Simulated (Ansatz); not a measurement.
## Run report: K16Na, molecular dynamics (part 3 of 4)

The same run, continued: K16Na (defect cell, 17 atoms in the cell); DFT PBEsol, scalar-relativistic, plane waves, PAW, no spin polarisation (Ansatz 0.2.0); cutoff 420 eV, 2×2×2 k-mesh, Fermi–Dirac smearing of 0.05 eV. It belongs to a series of runs on one base structure; here: dynamics from the last frame of the run before.

Geometry of the input (Å; fractional positions):
```
10.4600  0.0000  0.0000
0.0000  10.4600  0.0000
0.0000  0.0000  10.4600
K  0.0166  0.4237  -0.1285
K  0.7227  0.0573  0.0585
K  0.1337  0.7962  0.0194
K  0.0399  -0.3136  0.4194
K  0.2453  0.1446  0.0867
K  0.4621  0.4655  0.0233
K  0.3908  -0.3072  0.6145
K  0.7074  -0.0218  0.5255
K  0.0270  0.0841  0.4535
K  0.4088  0.9944  0.3621
K  0.2382  0.3570  0.6116
K  0.1514  0.4793  0.2331
K  0.7077  0.6425  0.3328
K  0.6301  0.4121  0.6357
K  0.3409  1.0087  0.7445
K  0.8235  0.7426  0.7986
Na 0.5476  0.3202  0.3588
```

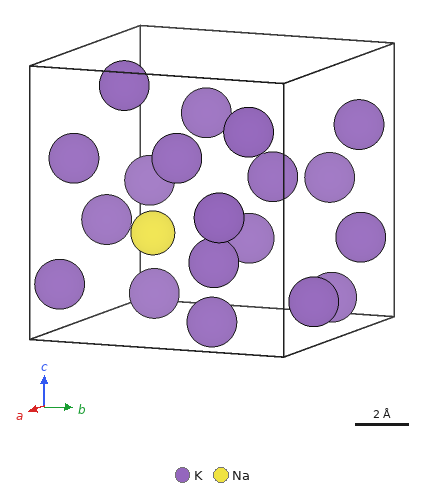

*The geometry at step 92 of the log (spheres-only view of the cell of the calculation, seen slightly off an axis).*

## Trajectory as extended XYZ, continued
```
17
Lattice="10.4600 0.0000 0.0000 0.0000 10.4600 0.0000 0.0000 0.0000 10.4600" Properties=species:S:1:pos:R:3:forces:R:3 step=12 time_fs=24.0 energy=-25729.19084 temperature=1476.0
K    -0.1076    4.2656   -1.3137   -0.1964  -0.0864   0.1053
K     7.6695    0.6729    0.7866    0.0115   0.0232  -0.0253
K     1.4121    8.4912    0.2996   -0.1445  -0.3439  -0.0287
K     0.2782   -3.1777    4.5008    0.4001   0.2698   0.3369
K     2.6403    1.2508    0.8278    0.0610   0.3782   0.0943
K     4.8744    4.9276    0.2929    0.1290   0.1287  -0.1846
K     4.0749   -3.1780    6.3615   -0.0993  -0.1926   0.0281
K     7.3893   -0.1950    5.4355    0.1724   0.3019   0.2980
K     0.2873    0.9623    4.6026    0.0533   0.1383  -0.0901
K     4.4257   10.3765    3.9825   -0.3982  -0.0962  -0.3872
K     2.5048    3.6173    6.7213    0.1522   0.1407  -0.2333
K     1.4217    4.8064    2.3666    0.0804  -0.2752   0.0780
K     7.5400    6.7500    3.7518   -0.3663  -0.0387  -0.6005
K     6.7733    4.4913    6.5292    0.1497  -0.4314   0.3952
K     3.4356   10.6274    7.7600    0.0984   0.0191   0.0985
K     8.5306    7.6998    8.0083    0.0287   0.1428   0.2904
Na    5.7384    3.2926    3.5675   -0.1320  -0.0780  -0.1750
17
Lattice="10.4600 0.0000 0.0000 0.0000 10.4600 0.0000 0.0000 0.0000 10.4600" Properties=species:S:1:pos:R:3:forces:R:3 step=23 time_fs=46.0 energy=-25728.72749 temperature=1151.9
K    -0.3796    4.0400   -1.3147   -0.1785  -0.0600   0.1308
K     7.7553    0.6570    1.0437    0.0100  -0.0181  -0.1126
K     1.3501    8.5604    0.4027   -0.2218  -0.4909  -0.0332
K     0.1707   -3.0048    4.7063    0.7449   0.0671   0.0713
K     2.6311    1.1884    0.7737    0.1644   0.4604   0.1834
K     4.9769    5.0267    0.2711    0.0804   0.1389  -0.1804
K     4.0349   -3.2698    6.1999   -0.1177  -0.1374   0.0445
K     7.3790   -0.2702    5.4176    0.1782   0.4754   0.3199
K     0.2573    0.9146    4.5206    0.1055   0.2487  -0.0510
K     4.4845   10.3952    4.0978   -0.5233  -0.0232  -0.4640
K     2.4975    3.5930    6.9354    0.1167   0.2518  -0.2701
K     1.3592    4.6517    2.3281    0.0217  -0.0751   0.1756
K     7.6260    6.7108    3.8991   -0.4436  -0.1026  -0.9110
K     6.9132    4.5518    6.4605   -0.0362  -0.6758   0.3395
K     3.3201   10.7001    7.7552    0.1201  -0.2048   0.0411
K     8.4798    7.6681    7.7168    0.0810   0.1787   0.7320
Na    5.7495    3.2681    3.3813   -0.1017  -0.0332  -0.0157
17
Lattice="10.4600 0.0000 0.0000 0.0000 10.4600 0.0000 0.0000 0.0000 10.4600" Properties=species:S:1:pos:R:3:forces:R:3 step=35 time_fs=70.0 energy=-25728.51928 temperature=987.5
K    -0.6818    3.7638   -1.3372   -0.0898  -0.0691   0.1583
K     7.7857    0.5764    1.2699   -0.0327  -0.0153  -0.1735
K     1.1837    8.5474    0.4532   -0.1951  -0.4396   0.0257
K     0.0983   -2.9129    4.9052    0.8121  -0.0145  -0.0997
K     2.6305    1.2627    0.6160    0.1870   0.3730   0.3953
K     5.1714    5.1333    0.2360    0.0206   0.1284  -0.1562
K     3.9828   -3.2860    6.0800   -0.0959  -0.1719   0.0624
K     7.3498   -0.2474    5.4633    0.1624   0.4963   0.3091
K     0.1975    0.9450    4.4358    0.1592   0.2637  -0.0107
K     4.4528   10.4270    4.2177   -0.5746   0.0708  -0.5098
K     2.4802    3.5567    7.0764    0.0869   0.3822  -0.2742
K     1.3371    4.5010    2.3273   -0.0020   0.0815   0.1792
K     7.5879    6.5876    3.9331   -0.3174   0.0266  -1.0196
K     7.0298    4.6101    6.4771   -0.1712  -0.7856   0.3314
K     3.1693   10.7303    7.8790    0.1464  -0.4054  -0.1815
K     8.4228    7.7106    7.6349    0.0415   0.1818   0.9559
Na    5.6937    3.3515    3.3818   -0.1376  -0.1028   0.0079
17
Lattice="10.4600 0.0000 0.0000 0.0000 10.4600 0.0000 0.0000 0.0000 10.4600" Properties=species:S:1:pos:R:3:forces:R:3 step=46 time_fs=92.0 energy=-25728.77633 temperature=1329.8
K    -0.9436    3.6172   -1.2098    0.0029  -0.0873   0.1394
K     7.7259    0.4213    1.3873   -0.0677   0.0022  -0.1577
K     1.0028    8.5014    0.5248   -0.1279  -0.3804   0.0520
K     0.1191   -2.9686    4.9654    0.5998  -0.0147  -0.0451
K     2.4743    1.3152    0.5607    0.1962   0.3299   0.4288
K     5.3970    5.2225    0.2680   -0.0707   0.0992  -0.1722
K     4.0547   -3.1669    5.9392   -0.0963  -0.3515   0.1090
K     7.3814   -0.2383    5.5607    0.0996   0.4476   0.2163
K     0.2999    0.9264    4.3498    0.0330   0.2219   0.0209
K     4.3191   10.4608    4.2418   -0.3537   0.1598  -0.5058
K     2.4829    3.4612    7.1656    0.0589   0.5356  -0.2579
K     1.3231    4.5199    2.3674    0.0295   0.0920   0.1443
K     7.5265    6.4797    3.8019   -0.1122   0.2418  -0.8734
K     7.1243    4.6489    6.4336   -0.1485  -0.7044   0.3557
K     3.0095   10.6534    7.9213    0.1287  -0.5107  -0.1955
K     8.4328    7.7592    7.8053    0.0309   0.1269   0.7657
Na    5.6304    3.4203    3.4470   -0.2025  -0.2079  -0.0244
17
Lattice="10.4600 0.0000 0.0000 0.0000 10.4600 0.0000 0.0000 0.0000 10.4600" Properties=species:S:1:pos:R:3:forces:R:3 step=58 time_fs=116.0 energy=-25729.16625 temperature=1097.5
K    -1.1903    3.4804   -1.1352    0.0874  -0.0984   0.0961
K     7.6838    0.3081    1.4800   -0.0880   0.0183  -0.0931
K     0.8237    8.4102    0.6212   -0.0403  -0.2953   0.0323
K     0.0669   -2.9522    4.9913    0.4219  -0.0030  -0.0340
K     2.2972    1.3486    0.6098    0.2211   0.2353   0.1269
K     5.6274    5.3147    0.3649   -0.2199   0.0456  -0.2667
K     4.0854   -3.0543    5.7824   -0.0154  -0.4869   0.0600
K     7.3213   -0.1149    5.7349    0.0686   0.3962   0.0756
K     0.4969    0.9526    4.2666   -0.2943   0.1726   0.1174
K     4.0912   10.5435    4.1511   -0.0084   0.0961  -0.4781
K     2.5535    3.5209    7.2547    0.0457   0.4405  -0.1627
K     1.1738    4.5301    2.4550    0.0634   0.1074   0.0969
K     7.4594    6.3905    3.4991    0.0593   0.3650  -0.5264
K     7.1605    4.6531    6.3361   -0.0584  -0.4934   0.3312
K     2.8769   10.4743    7.7834    0.0043  -0.3358   0.0780
K     8.4519    7.8281    7.9031   -0.0046   0.0264   0.6161
Na    5.5064    3.3845    3.5406   -0.2424  -0.1905  -0.0695
17
Lattice="10.4600 0.0000 0.0000 0.0000 10.4600 0.0000 0.0000 0.0000 10.4600" Properties=species:S:1:pos:R:3:forces:R:3 step=69 time_fs=138.0 energy=-25729.26912 temperature=1572.6
K    -1.3937    3.3331   -1.0227    0.1442  -0.0785   0.0496
K     7.7373    0.2361    1.5921   -0.1041   0.0067  -0.0276
K     0.7820    8.3143    0.6774    0.0110  -0.1930  -0.0218
K     0.0064   -2.8474    5.0295    0.3387  -0.0420  -0.0743
K     2.1407    1.3985    0.6563    0.1862   0.2006  -0.1107
K     5.7341    5.3982    0.3556   -0.3390   0.0014  -0.3094
K     4.1272   -3.1044    5.7355    0.0268  -0.3642  -0.0514
K     7.2729    0.0415    5.9800   -0.0624   0.4015  -0.0779
K     0.6533    0.9426    4.3057   -0.6258   0.2800   0.1381
K     3.8821   10.6895    4.0136    0.3348  -0.2587  -0.3368
K     2.5966    3.6166    7.3385    0.0088   0.3051  -0.0944
K     1.1073    4.7147    2.5252    0.1060  -0.0454   0.0831
K     7.4327    6.3471    3.2900    0.1040   0.2872  -0.2089
K     7.1225    4.6348    6.3512   -0.0023  -0.3479   0.1930
K     2.8130   10.3352    7.6268   -0.0351  -0.1804   0.3127
K     8.4989    7.9561    7.9124   -0.0176  -0.1094   0.6212
Na    5.3611    3.1706    3.5538   -0.0743   0.1373  -0.0846
17
Lattice="10.4600 0.0000 0.0000 0.0000 10.4600 0.0000 0.0000 0.0000 10.4600" Properties=species:S:1:pos:R:3:forces:R:3 step=81 time_fs=162.0 energy=-25729.12319 temperature=1139.2
K    -1.5877    3.2013   -0.8653    0.1857  -0.0726   0.0705
K     7.6446    0.1028    1.6795   -0.0371   0.0029   0.0115
K     0.7796    8.2191    0.6791    0.0308  -0.0982  -0.0438
K    -0.0442   -2.7339    5.0489    0.1875  -0.0803  -0.0605
K     2.0170    1.4454    0.6597    0.0716   0.2065  -0.1471
K     5.7052    5.4382    0.3552   -0.4435  -0.0298  -0.3405
K     4.0693   -3.1974    5.7820    0.1050  -0.2101  -0.1499
K     7.1802    0.2318    6.2557   -0.1339   0.3236  -0.1567
K     0.8169    0.8972    4.5237   -0.9229   0.4336   0.1454
K     3.7352   10.7944    3.8050    0.4962  -0.7139  -0.1813
K     2.6559    3.7699    7.5833   -0.0303   0.1471  -0.0904
K     1.0985    4.8859    2.6433    0.1519  -0.2247   0.0752
K     7.4170    6.3227    3.0933    0.1190   0.1795   0.1127
K     7.1289    4.6136    6.4918    0.0004  -0.1980  -0.0336
K     2.7673   10.2082    7.6779    0.0411  -0.0770   0.3013
K     8.4929    8.0503    7.9994   -0.0163  -0.1620   0.5456
Na    5.2965    2.8912    3.5971    0.1948   0.5733  -0.0585
17
Lattice="10.4600 0.0000 0.0000 0.0000 10.4600 0.0000 0.0000 0.0000 10.4600" Properties=species:S:1:pos:R:3:forces:R:3 step=92 time_fs=184.0 energy=-25729.00539 temperature=1341.5
K    -1.6244    3.1867   -0.7852    0.2526  -0.1105   0.1454
K     7.5559   -0.0302    1.6833    0.0046   0.0528   0.0198
K     0.7376    8.2010    0.7068    0.0856  -0.0788  -0.0089
K    -0.0926   -2.7025    5.1367    0.0540  -0.1479  -0.0532
K     2.0564    1.4740    0.6147   -0.0256   0.2407  -0.0729
K     5.7135    5.4361    0.3152   -0.5420  -0.0179  -0.3556
K     4.0541   -3.2384    5.7421    0.1506  -0.1406  -0.1423
K     7.1143    0.3659    6.4606   -0.1813   0.2392  -0.2087
K     0.8983    0.7775    4.7240   -0.8770   0.5498   0.0682
K     3.7185   10.6949    3.6045    0.4181  -0.8951  -0.1228
K     2.6565    3.8776    7.7641   -0.0623   0.1139  -0.1181
K     1.2089    5.0088    2.8255    0.1841  -0.3312   0.0241
K     7.4730    6.2801    2.8983    0.1678   0.0958   0.3523
K     7.0630    4.5802    6.7215   -0.0218  -0.0406  -0.2630
K     2.7401   10.1988    7.7337    0.1365  -0.1069   0.2756
K     8.6007    8.2028    8.1800   -0.0593  -0.1901   0.4325
Na    5.1553    2.7611    3.4691    0.3152   0.7673   0.0278
17
Lattice="10.4600 0.0000 0.0000 0.0000 10.4600 0.0000 0.0000 0.0000 10.4600" Properties=species:S:1:pos:R:3:forces:R:3 step=104 time_fs=208.0 energy=-25729.03503 temperature=1666.0
K    -1.7479    3.2605   -0.6665    0.3681  -0.1741   0.2694
K     7.3969   -0.1469    1.6019    0.0509   0.1247   0.0289
K     0.7345    8.0689    0.6429    0.1632  -0.0646   0.0564
K    -0.0937   -2.6931    5.1926   -0.0866  -0.1394   0.1158
K     2.1687    1.4936    0.3895   -0.0826   0.2401   0.2736
K     5.6663    5.4969    0.2311   -0.5404   0.0784  -0.1648
K     4.0227   -3.3531    5.7474    0.2287  -0.0254  -0.0842
K     7.1019    0.5097    6.6114   -0.2019   0.1232  -0.2628
K     0.9575    0.6648    4.7334   -0.7067   0.6089   0.0056
K     3.7955   10.4985    3.4676    0.3449  -0.8236  -0.1255
K     2.6144    4.1161    8.0603   -0.1296   0.0929  -0.1901
K     1.4093    5.0937    3.0954    0.1765  -0.4098  -0.0902
K     7.6376    6.3234    2.8111    0.0755  -0.0218   0.3310
K     7.0489    4.4802    6.9037   -0.0431   0.1317  -0.4292
K     2.7113   10.2269    7.8618    0.2046  -0.1915   0.0106
K     8.5635    8.3807    8.4363   -0.0714  -0.2358   0.1978
Na    5.0122    2.7876    3.4499    0.2499   0.6860   0.0574
17
Lattice="10.4600 0.0000 0.0000 0.0000 10.4600 0.0000 0.0000 0.0000 10.4600" Properties=species:S:1:pos:R:3:forces:R:3 step=115 time_fs=230.0 energy=-25729.28001 temperature=1560.1
K    -1.8950    3.4507   -0.5476    0.4236  -0.2159   0.3398
K     7.2167   -0.2857    1.5077    0.0863   0.2218   0.0342
K     0.8222    7.9662    0.6457    0.1734  -0.0590   0.0800
K    -0.0124   -2.6899    5.3445   -0.1478  -0.1595   0.1675
K     2.3039    1.5685    0.1969   -0.0650   0.1475   0.4909
K     5.5653    5.6182    0.1049   -0.4474   0.1884  -0.0016
K     4.0874   -3.4552    5.7607    0.2927   0.0347  -0.0051
K     7.0934    0.6997    6.7283   -0.1674  -0.0820  -0.2652
K     0.9192    0.6439    4.5351   -0.5472   0.5691  -0.0384
K     3.9111   10.2436    3.4339    0.2894  -0.4785  -0.0942
K     2.5377    4.3463    8.3076   -0.1946   0.1150  -0.2715
K     1.6657    5.0549    3.3548    0.0225  -0.3292  -0.1848
K     7.7053    6.3546    2.8638    0.0414  -0.0789   0.2457
K     7.0439    4.3463    6.8541   -0.0362   0.2825  -0.4173
K     2.7630   10.2117    7.8426    0.1740  -0.1997  -0.1285
K     8.4754    8.4750    8.6296   -0.0535  -0.2565   0.0225
Na    4.9322    2.9790    3.4282    0.1558   0.3002   0.0260
17
Lattice="10.4600 0.0000 0.0000 0.0000 10.4600 0.0000 0.0000 0.0000 10.4600" Properties=species:S:1:pos:R:3:forces:R:3 step=127 time_fs=254.0 energy=-25729.41131 temperature=1887.8
K    -1.9641    3.5069   -0.5218    0.3011  -0.1498   0.3075
K     7.0654   -0.3548    1.4869    0.1616   0.2929   0.0031
K     1.0028    7.8391    0.7526    0.1277   0.0054   0.0481
K     0.0070   -2.7438    5.4408   -0.1058  -0.0905   0.1910
K     2.4745    1.7165    0.0645    0.0089  -0.1885   0.6396
K     5.4020    5.7530    0.0735   -0.2408   0.1999   0.0339
K     4.1693   -3.6709    5.6302    0.3169   0.1666   0.2524
K     7.0471    0.8465    6.7270   -0.0976  -0.3266  -0.2090
K     0.7976    0.7248    4.3780   -0.3318   0.4108  -0.1221
K     4.0934    9.8957    3.4271   -0.0102  -0.1274  -0.0306
K     2.3762    4.3906    8.5759   -0.2074   0.3346  -0.4677
K     2.0008    4.9763    3.6232   -0.3060  -0.3018  -0.2989
K     7.7263    6.3831    3.0049    0.0430  -0.1080   0.0690
K     6.9862    4.2498    6.6406    0.0188   0.3799  -0.2015
K     2.8869   10.2698    7.6269    0.1143  -0.1991  -0.0644
K     8.4593    8.5396    8.8278    0.0010  -0.2295  -0.1121
Na    4.9441    3.1380    3.3298    0.2064  -0.0689  -0.0384
17
Lattice="10.4600 0.0000 0.0000 0.0000 10.4600 0.0000 0.0000 0.0000 10.4600" Properties=species:S:1:pos:R:3:forces:R:3 step=138 time_fs=276.0 energy=-25728.98869 temperature=1432.5
K    -2.0214    3.5202   -0.4660    0.1929  -0.1008   0.2720
K     6.9677   -0.4181    1.5203    0.2667   0.3435  -0.0610
K     1.1020    7.6921    0.9327    0.0675   0.0601   0.0251
K    -0.0693   -2.7206    5.4845    0.0443  -0.0874   0.1982
K     2.6661    1.9020   -0.0180    0.1542  -0.6795   0.7960
K     5.2548    5.8648    0.0841   -0.0402   0.1987   0.0708
K     4.2899   -3.8816    5.5483    0.2215   0.3400   0.3927
K     6.9920    1.0551    6.6739   -0.0437  -0.6902  -0.1113
K     0.6389    0.8001    4.2509   -0.2059   0.2813  -0.1513
K     4.2155    9.6412    3.3817   -0.2592   0.0316   0.0700
K     2.2568    4.3544    8.8490   -0.3137   0.6940  -0.7533
K     2.1615    4.7448    3.8502   -0.5793  -0.2339  -0.2658
K     7.8088    6.3761    3.1848    0.0030  -0.1304  -0.1510
K     6.9486    4.1603    6.4598    0.1326   0.5597   0.0162
K     2.9745   10.2694    7.4448    0.0555  -0.1621   0.0033
K     8.4782    8.5458    8.9468    0.0143  -0.1677  -0.1713
Na    5.0151    3.2165    3.3314    0.2896  -0.2570  -0.1795
17
Lattice="10.4600 0.0000 0.0000 0.0000 10.4600 0.0000 0.0000 0.0000 10.4600" Properties=species:S:1:pos:R:3:forces:R:3 step=150 time_fs=300.0 energy=-25728.55030 temperature=1246.5
K    -1.9021    3.5896   -0.2789    0.0025  -0.0739   0.1559
K     7.0965   -0.4950    1.5684    0.1849   0.3448   0.0170
K     1.2920    7.6875    1.0259   -0.0666   0.0883   0.0596
K    -0.1500   -2.7064    5.5128    0.2236  -0.0065   0.1899
K     2.8175    2.0148    0.0284    0.3561  -0.8705   0.8320
K     5.0713    5.9460    0.1851    0.1638   0.1400   0.0570
K     4.4739   -4.2026    5.4972   -0.0629   0.6329   0.4450
K     6.9439    1.2492    6.5156    0.0136  -1.0097   0.0322
K     0.5553    0.9702    4.1811   -0.1738   0.0815  -0.1129
K     4.2931    9.4008    3.5232   -0.2404   0.1497   0.0467
K     2.0490    4.3581    9.0439   -0.4257   0.8240  -0.8694
K     2.2030    4.4829    4.0837   -0.6331  -0.1540  -0.2457
K     7.9244    6.3134    3.3683    0.0196  -0.0911  -0.4212
K     6.9149    4.1579    6.2545    0.4661   0.6188   0.4519
K     3.0422   10.2335    7.4945    0.0126  -0.1716  -0.0299
K     8.4943    8.5856    8.9322    0.0042  -0.1491  -0.1625
Na    5.2190    3.2156    3.4077    0.1555  -0.3537  -0.4457
17
Lattice="10.4600 0.0000 0.0000 0.0000 10.4600 0.0000 0.0000 0.0000 10.4600" Properties=species:S:1:pos:R:3:forces:R:3 step=162 time_fs=324.0 energy=-25728.60489 temperature=1221.6
K    -1.8294    3.6622   -0.0153   -0.1202  -0.1007   0.0937
K     7.3548   -0.5432    1.6521    0.0805   0.3138   0.0917
K     1.3591    7.7290    1.1745   -0.1187   0.0592   0.0722
K    -0.1451   -2.6871    5.5816    0.2498   0.0058   0.0998
K     2.8750    1.9938    0.1931    0.3536  -0.6434   0.5848
K     4.9203    5.9499    0.1609    0.2624   0.1111   0.0621
K     4.6074   -4.4211    5.5009   -0.5029   0.7399   0.3121
K     6.8176    1.2996    6.3687    0.0255  -0.9926   0.1432
K     0.5699    1.0784    4.0488   -0.2601  -0.1740  -0.0768
K     4.3206    9.2448    3.5978   -0.1558   0.1766   0.0086
K     1.8095    4.3824    9.1223   -0.3573   0.5736  -0.7352
K     2.0967    4.1916    4.2369   -0.3720   0.1212  -0.1442
K     7.9617    6.2507    3.4233    0.0938  -0.0031  -0.5586
K     6.9468    4.2468    6.1078    0.8134   0.3008   0.6886
K     2.9443   10.1383    7.5750    0.0131  -0.1273  -0.0249
K     8.6042    8.5203    8.9697   -0.0442  -0.1216  -0.1526
Na    5.3074    3.0143    3.3406    0.0392  -0.2395  -0.4647
17
Lattice="10.4600 0.0000 0.0000 0.0000 10.4600 0.0000 0.0000 0.0000 10.4600" Properties=species:S:1:pos:R:3:forces:R:3 step=173 time_fs=346.0 energy=-25728.90164 temperature=1443.0
K    -1.7517    3.6822    0.2057   -0.1703  -0.1219   0.0728
K     7.4381   -0.6243    1.6948    0.1157   0.3022   0.0416
K     1.2672    7.7222    1.3332   -0.0921   0.0386   0.0513
K    -0.0439   -2.7898    5.7445    0.2673   0.0544  -0.0210
K     3.0579    1.8398    0.2105    0.2496  -0.3348   0.3273
K     4.8431    5.9384    0.0218    0.3059   0.1069   0.1011
K     4.6355   -4.5769    5.5677   -0.5565   0.6014   0.2549
K     6.6804    1.1904    6.2801    0.0033  -0.7560   0.1641
K     0.6358    1.2492    3.8350   -0.3803  -0.5127  -0.0747
K     4.3573    9.1427    3.5170   -0.1925   0.1018   0.0653
K     1.6728    4.5044    9.1382   -0.2683   0.2778  -0.5284
K     1.9812    4.0751    4.3076   -0.0976   0.3685  -0.0840
K     7.9831    6.2573    3.4996    0.0840   0.1022  -0.6339
K     7.1598    4.2681    6.0301    0.8337  -0.0104   0.6553
K     2.8543   10.1415    7.5551   -0.0058  -0.1198  -0.0637
K     8.6348    8.3893    8.9413   -0.1071  -0.0883  -0.0763
Na    5.3683    2.7570    3.1784    0.0109  -0.0099  -0.2518
```
